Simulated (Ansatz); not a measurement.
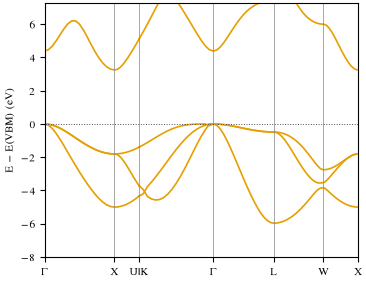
Band structure from plane-wave PAW LDA (Ansatz code)

Task: Read off the gap and where the band edges lie.

Result: About 3.2 eV (3.25 eV by a search for the band edges); maximum at Γ, minimum at X.

Task: Pick the material that matches.
(A) BeSe, zinc blende
(B) AlAs, zinc blende
(C) BeTe, zinc blende
(D) AlN, zinc blende

Result: D, AlN, zinc blende

Space group F-43m (zinc blende). The cell was relaxed with LDA under the symmetry of its start.

Potentials: the earlier of the program's two PAW sets. The files were generated under PBE; for other functionals the program regenerates the frozen cores, and for LDA and PBEsol the local potential too.
